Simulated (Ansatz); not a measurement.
# Run report: BNH$_{3}$Te, geometry relaxation

BNH$_{3}$Te, multiplicity 2, SMILES [NH]B[TeH], computed with UKS B3LYP/def2-SVP (Ansatz 0.2.0).

It belongs to a series of runs on one base structure; here: end point B relaxed. Figures and captions count atoms from 1; the log counts them from 0 in places.

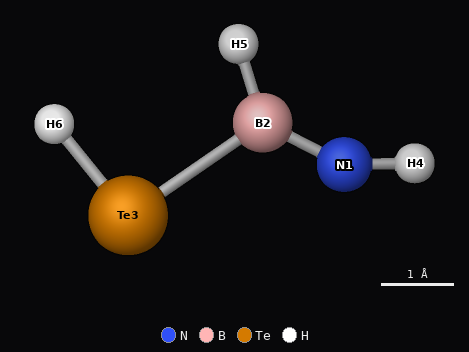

The starting structure (ball-and-stick view, seen on its broad side; atoms are numbered from 1 in the order of the input).

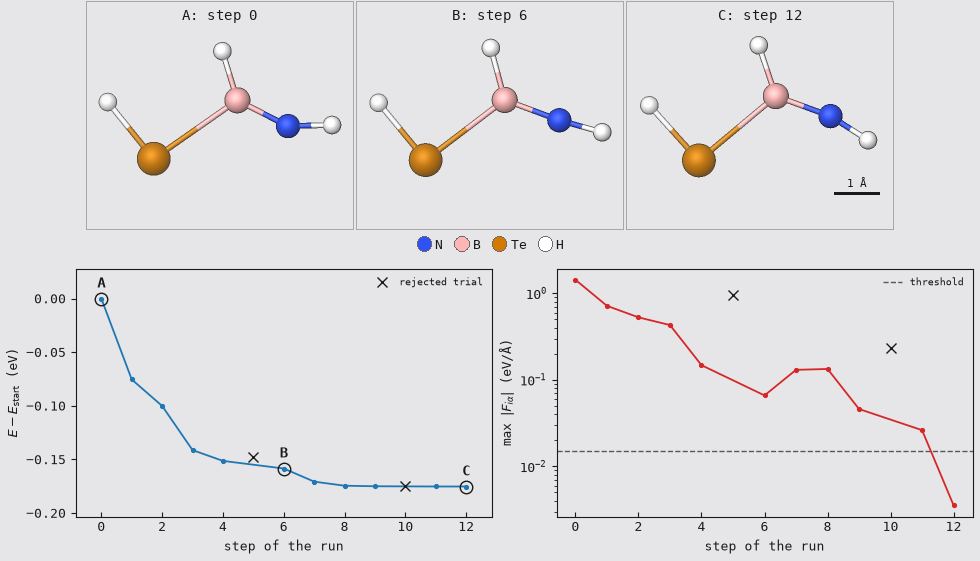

Frames of the relaxation (ball-and-stick view, seen on its broad side) above the curves, on which the letters mark them (the first geometry is step 0 here and step 1 in the log).

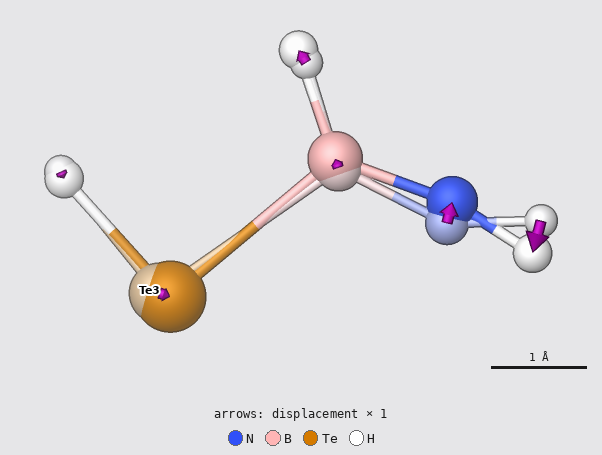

Start (faint) and end (solid) with the displacements as pink arrows, at true length (ball-and-stick view, seen on its broad side). The two geometries are laid on each other by the best rigid fit. Over 12 geometry steps the energy falls by 0.175 eV. Largest force component: 1.4 eV/Å at the start, 0.0035 eV/Å at the end. The line search rejected the trial steps at points 5, 10 (counted from 0) and went back. The largest move after the best rigid fit is that of H4, 0.35 Å. Largest moves by element: H 0.35 Å, N 0.23 Å, Te 0.12 Å, B 0.10 Å. Distances before and after: B2–H5 1.158 → 1.208 Å, B2–Te3 2.310 → 2.270 Å, N1–B2 1.284 → 1.314 Å, Te3–H6 1.646 → 1.672 Å. Among the angles that change: B2–N1–H4 151.6° → 167.5°, N1–B2–H5 133.8° → 128.7°, Te3–B2–H5 108.0° → 111.3°. (Atoms are counted from 1 in the order of the input.)

The input that produced these results follows, with the program's output.

### Input file
```yaml
crystal:
  periodic: [false, false, false]
  atoms:
    - { symbol: "N", position_ang: [-0.94941, -0.09063, -1.21312] }
    - { symbol: B, position_ang: [0.10519, -0.19137, -0.48821] }
    - { symbol: Te, position_ang: [2.00112, -1.10414, -1.44018] }
    - { symbol: H, position_ang: [-1.90092, 0.16426, -1.34124] }
    - { symbol: H, position_ang: [0.35158, 0.0815, 0.6103] }
    - { symbol: H, position_ang: [2.90584, -0.94758, -0.07421] }
magnetization:
  spin_polarized: true
  initial_magnetization: 1
basis:
  gaussian: { orbitals: def2-SVP }
hamiltonian:
  xc: b3lyp
relax:
  f_tol: 0.015
  max_steps: 40
```

Command:
```bash
ansatz run input.yaml --threads 1 --pin off --max-ram 2048MiB --backend cpu --events-out ev --progress --plain --runs-dir out
```

### Output
```
The last accepted step is kept in [file] (removed where the run ends without a failure and the disk answers)
Engine: ansatz 0.2.0, aarch64-unknown-linux-gnu
Functional definition: B3LYP
  parameter a0 = 0.2
  parameter ax = 0.72
  parameter ac = 0.81
  exchange = (1 - a0 - ax)*slater_x + ax*b88_x + a0*exact_x
  correlation = (1 - ac)*vwn_rpa_c + ac*lyp_c
863 factors; integrals over basis functions are off by at most 3.6e-4 eV
mean field evaluation 1: about -9495.5312 eV, gradient 4.8e1 eV
mean field evaluation 2: about -9391.0450 eV, gradient 1.1e2 eV
mean field evaluation 4: about -9505.1103 eV, gradient 2.0e1 eV
mean field evaluation 8: about -9508.0952 eV, gradient 2.4e-1 eV
mean field evaluation 16: about -9508.1272 eV, gradient 8.6e-4 eV
mean field evaluation 32: about -9508.0005 eV, gradient 1.1e0 eV
mean field -9508.12722675 eV, -349.4172307430 hartree, gradient 1.2e-5 eV, S^2 0.759869; 3 other end points of the search recorded, 0 dependent functions left out
the calculation of the forces begins
reference -9508.12744442 eV, -349.4172387423 hartree; 20, 19 occupied and 49, 50 virtual orbitals, 863 factors
relax step   1: F+E_penalty+E_count = -9508.12722675 eV  Δ(F+E_penalty+E_count) = +0.000e0 eV  max|allowed force component| = 1.433e0 eV/Å  Δτ_max = 0.0000 Å  (84 SCF iters, accepted)
these checks for a lower state are left out or cut short: starts, cluster_reference, orbital_swaps, neighbouring_geometries, increment
863 factors; integrals over basis functions are off by at most 3.9e-4 eV
mean field -9508.20265455 eV, -349.4200026636 hartree, gradient 7.7e-6 eV, S^2 0.759456; 0 other end points of the search recorded, 0 dependent functions left out
[... from here on the field's lines of each further geometry are left out, up to the last ...]
relax step   2: F+E_penalty+E_count = -9508.20265455 eV  Δ(F+E_penalty+E_count) = -7.543e-2 eV  max|allowed force component| = 7.165e-1 eV/Å  Δτ_max = 0.0645 Å  (43 SCF iters, accepted)
relax step   3: F+E_penalty+E_count = -9508.22735146 eV  Δ(F+E_penalty+E_count) = -2.470e-2 eV  max|allowed force component| = 5.276e-1 eV/Å  Δτ_max = 0.0459 Å  (41 SCF iters, accepted)
relax step   4: F+E_penalty+E_count = -9508.26852968 eV  Δ(F+E_penalty+E_count) = -4.118e-2 eV  max|allowed force component| = 4.296e-1 eV/Å  Δτ_max = 0.1061 Å  (36 SCF iters, accepted)
relax step   5: F+E_penalty+E_count = -9508.27860637 eV  Δ(F+E_penalty+E_count) = -1.008e-2 eV  max|allowed force component| = 1.477e-1 eV/Å  Δτ_max = 0.0259 Å  (37 SCF iters, accepted)
relax step   6: F+E_penalty+E_count = -9508.27491873 eV  Δ(F+E_penalty+E_count) = +3.688e-3 eV  max|allowed force component| = 9.482e-1 eV/Å  Δτ_max = 0.0678 Å  (36 SCF iters, rejected (line search))
relax step   7: F+E_penalty+E_count = -9508.28571413 eV  Δ(F+E_penalty+E_count) = -7.108e-3 eV  max|allowed force component| = 6.606e-2 eV/Å  Δτ_max = 0.0334 Å  (38 SCF iters, accepted)
relax step   8: F+E_penalty+E_count = -9508.29795120 eV  Δ(F+E_penalty+E_count) = -1.224e-2 eV  max|allowed force component| = 1.305e-1 eV/Å  Δτ_max = 0.1000 Å  (39 SCF iters, accepted)
relax step   9: F+E_penalty+E_count = -9508.30175464 eV  Δ(F+E_penalty+E_count) = -3.803e-3 eV  max|allowed force component| = 1.336e-1 eV/Å  Δτ_max = 0.0795 Å  (39 SCF iters, accepted)
relax step  10: F+E_penalty+E_count = -9508.30225525 eV  Δ(F+E_penalty+E_count) = -5.006e-4 eV  max|allowed force component| = 4.597e-2 eV/Å  Δτ_max = 0.0172 Å  (42 SCF iters, accepted)
relax step  11: F+E_penalty+E_count = -9508.30179442 eV  Δ(F+E_penalty+E_count) = +4.608e-4 eV  max|allowed force component| = 2.343e-1 eV/Å  Δτ_max = 0.0160 Å  (37 SCF iters, rejected (line search))
relax step  12: F+E_penalty+E_count = -9508.30247388 eV  Δ(F+E_penalty+E_count) = -2.186e-4 eV  max|allowed force component| = 2.620e-2 eV/Å  Δτ_max = 0.0079 Å  (34 SCF iters, accepted)
the calculation of the forces begins
reference -9508.30270879 eV, -349.4236795891 hartree; 20, 19 occupied and 49, 50 virtual orbitals, 863 factors
relax step  13: F+E_penalty+E_count = -9508.30249112 eV  Δ(F+E_penalty+E_count) = -1.724e-5 eV  max|allowed force component| = 3.549e-3 eV/Å  Δτ_max = 0.0034 Å  (31 SCF iters, accepted)
863 factors; integrals over basis functions are off by at most 4.2e-4 eV
mean field evaluation 128: about -9495.2671 eV, gradient 4.8e1 eV
mean field -9508.30249112 eV, -349.4236715897 hartree, gradient 2.5e-5 eV, S^2 0.759870; 3 other end points of the search recorded, 0 dependent functions left out
the calculation of the forces begins
reference -9508.30270879 eV, -349.4236795891 hartree; 20, 19 occupied and 49, 50 virtual orbitals, 863 factors
Total energy: -9508.30270879 eV, -349.4236795891 hartree
Atom 0 at    -1.018363    -0.004960    -1.007568 Å, force    -0.003549     0.000393    -0.001813 eV/Å
Atom 1 at     0.131014    -0.169780    -0.392225 Å, force    -0.001869     0.001359     0.002132 eV/Å
Atom 2 at     1.890385    -1.088213    -1.494558 Å, force     0.003175    -0.001204    -0.000357 eV/Å
Atom 3 at    -1.791903     0.031767    -1.647263 Å, force     0.001047     0.000041     0.000788 eV/Å
Atom 4 at     0.424140     0.108274     0.746475 Å, force     0.000294    -0.000140    -0.000015 eV/Å
Atom 5 at     2.878127    -0.965048    -0.151520 Å, force     0.000900    -0.000449    -0.000734 eV/Å
Dipole moment:    -0.273883     0.052606    -0.104977 e Å
```

### Trajectory as extended XYZ (Å, eV, eV/Å), 13 frames, from step=1 to step=13
```
6
Properties=species:S:1:pos:R:3:forces:R:3 step=1 energy=-9508.12723
N    -0.9494   -0.0906   -1.2131   -0.8560   0.2139  -0.2018
B     0.1052   -0.1914   -0.4882    1.4334  -0.6699  -0.6390
Te    2.0011   -1.1041   -1.4402   -0.3544  -0.0046  -0.3688
H    -1.9009    0.1643   -1.3412   -0.6620   0.0617  -0.4485
H     0.3516    0.0815    0.6103    0.2413   0.3292   1.2480
H     2.9058   -0.9476   -0.0742    0.1977   0.0697   0.4102
6
Properties=species:S:1:pos:R:3:forces:R:3 step=2 energy=-9508.20265
N    -0.9503   -0.0914   -1.2121   -0.5697   0.2683   0.2870
B     0.1327   -0.2081   -0.4968    0.7165  -0.3488  -0.4259
Te    1.9845   -1.1085   -1.4724    0.0770   0.0612   0.2756
H    -1.9109    0.1663   -1.3541   -0.1168  -0.0637  -0.3089
H     0.4008    0.0744    0.6310   -0.0465   0.1338   0.3859
H     2.8567   -0.9207   -0.0423   -0.0605  -0.0508  -0.2136
6
Properties=species:S:1:pos:R:3:forces:R:3 step=3 energy=-9508.22735
N    -0.9784   -0.0787   -1.2092   -0.0584   0.1962   0.5276
B     0.1371   -0.2089   -0.5187    0.2137  -0.1656  -0.2272
Te    1.9990   -1.1061   -1.4502   -0.0051   0.0291   0.0709
H    -1.9457    0.1692   -1.3612    0.1541  -0.1121  -0.2004
H     0.4017    0.0735    0.6336   -0.1917   0.0524  -0.0607
H     2.8996   -0.9369   -0.0411   -0.1126   0.0001  -0.1101
6
Properties=species:S:1:pos:R:3:forces:R:3 step=4 energy=-9508.26853
N    -0.9665   -0.0458   -1.1090   -0.4040   0.0595  -0.2026
B     0.1849   -0.2219   -0.5048    0.0727   0.1168   0.4296
Te    1.9729   -1.1056   -1.4794    0.1264  -0.0508  -0.0306
H    -1.8994    0.1252   -1.4398    0.0394  -0.0305  -0.0647
H     0.3594    0.0988    0.6614    0.1173  -0.0737  -0.1122
H     2.8622   -0.9387   -0.0752    0.0482  -0.0214  -0.0195
6
Properties=species:S:1:pos:R:3:forces:R:3 step=5 energy=-9508.27861
N    -0.9762   -0.0429   -1.1078   -0.1477   0.0319  -0.0190
B     0.1715   -0.2134   -0.4848   -0.0505   0.0645   0.1030
Te    1.9739   -1.1053   -1.4772   -0.0370   0.0024  -0.0190
H    -1.9027    0.1196   -1.4642    0.1063  -0.0454  -0.0435
H     0.3639    0.1024    0.6745    0.0892  -0.0497  -0.0494
H     2.8830   -0.9484   -0.0871    0.0397  -0.0037   0.0279
6
Properties=species:S:1:pos:R:3:forces:R:3 step=6 energy=-9508.27492 accepted=F
N    -1.0062   -0.0280   -1.0986    0.9482  -0.0562   0.6122
B     0.1383   -0.1764   -0.4606   -0.2037  -0.0518  -0.0261
Te    1.9387   -1.0897   -1.4507    0.0922  -0.0752  -0.2065
H    -1.8914    0.0891   -1.5237   -0.6461   0.0686  -0.3973
H     0.4085    0.0866    0.6924   -0.0974   0.0699  -0.0246
H     2.9256   -0.9696   -0.1055   -0.0933   0.0447   0.0423
6
Properties=species:S:1:pos:R:3:forces:R:3 step=7 energy=-9508.28571
N    -0.9856   -0.0348   -1.0944   -0.0211   0.0149   0.0506
B     0.1614   -0.2052   -0.4708   -0.0661   0.0355   0.0076
Te    1.9626   -1.1020   -1.4758   -0.0197  -0.0015  -0.0169
H    -1.8957    0.1072   -1.4944    0.0460  -0.0319  -0.0599
H     0.3819    0.0987    0.6821    0.0557  -0.0169   0.0134
H     2.8889   -0.9519   -0.0934    0.0052  -0.0002   0.0052
6
Properties=species:S:1:pos:R:3:forces:R:3 step=8 energy=-9508.29795
N    -1.0040   -0.0122   -1.0476   -0.0947   0.0118  -0.0259
B     0.1449   -0.1866   -0.4331   -0.0268   0.0155   0.0108
Te    1.9301   -1.0958   -1.4834   -0.0156   0.0001  -0.0148
H    -1.8561    0.0668   -1.5769    0.1305  -0.0254   0.0300
H     0.4138    0.0976    0.7125    0.0099  -0.0015   0.0032
H     2.8847   -0.9578   -0.1181   -0.0032  -0.0004  -0.0032
6
Properties=species:S:1:pos:R:3:forces:R:3 step=9 energy=-9508.30176
N    -1.0173    0.0025   -1.0137    0.1188  -0.0174   0.0729
B     0.1330   -0.1738   -0.4051    0.0238   0.0029   0.0273
Te    1.9020   -1.0908   -1.4928   -0.0161   0.0054   0.0003
H    -1.8058    0.0345   -1.6293   -0.1336   0.0073  -0.1107
H     0.4255    0.1015    0.7342    0.0073   0.0042   0.0174
H     2.8761   -0.9619   -0.1400   -0.0002  -0.0024  -0.0071
6
Properties=species:S:1:pos:R:3:forces:R:3 step=10 energy=-9508.30226
N    -1.0134   -0.0055   -1.0141    0.0004   0.0115   0.0411
B     0.1309   -0.1691   -0.3913    0.0333  -0.0141  -0.0120
Te    1.8918   -1.0886   -1.4951   -0.0041   0.0042   0.0092
H    -1.7948    0.0320   -1.6418   -0.0439   0.0000  -0.0460
H     0.4194    0.1096    0.7482    0.0086  -0.0013   0.0034
H     2.8796   -0.9663   -0.1525    0.0057  -0.0004   0.0042
6
Properties=species:S:1:pos:R:3:forces:R:3 step=11 energy=-9508.30179 accepted=F
N    -1.0215   -0.0004   -1.0051    0.2343  -0.0349   0.1271
B     0.1326   -0.1689   -0.3880   -0.1996   0.0333  -0.0969
Te    1.8865   -1.0874   -1.4952   -0.0029   0.0013   0.0014
H    -1.7870    0.0260   -1.6544   -0.0216   0.0033  -0.0128
H     0.4231    0.1096    0.7519   -0.0083  -0.0038  -0.0194
H     2.8796   -0.9669   -0.1559   -0.0019   0.0008   0.0005
6
Properties=species:S:1:pos:R:3:forces:R:3 step=12 energy=-9508.30247
N    -1.0185   -0.0048   -1.0082   -0.0262   0.0030  -0.0177
B     0.1304   -0.1691   -0.3925    0.0111  -0.0034   0.0098
Te    1.8906   -1.0877   -1.4933    0.0046  -0.0035  -0.0079
H    -1.7932    0.0317   -1.6469    0.0126  -0.0003   0.0094
H     0.4228    0.1084    0.7464    0.0019   0.0021   0.0039
H     2.8812   -0.9665   -0.1521   -0.0040   0.0022   0.0025
6
Properties=species:S:1:pos:R:3:forces:R:3 step=13 energy=-9508.30249
N    -1.0184   -0.0050   -1.0076   -0.0035   0.0004  -0.0018
B     0.1310   -0.1698   -0.3922   -0.0019   0.0014   0.0021
Te    1.8904   -1.0882   -1.4946    0.0032  -0.0012  -0.0004
H    -1.7919    0.0318   -1.6473    0.0010   0.0000   0.0008
H     0.4241    0.1083    0.7465    0.0003  -0.0001   0.0000
H     2.8781   -0.9650   -0.1515    0.0009  -0.0004  -0.0007
```

### Summary

```tsv
quantity	value
outcome	converged
total energy	−9508.3027 eV
mean-field energy	−9508.3027 eV
⟨S²⟩	0.760
largest force (length of the vector) at the end	0.004 eV/Å
hardware	1 thread of Arm Neoverse V1, 24 GiB of memory available, shared host
wall time	65 s
peak memory	0.18 GiB
```
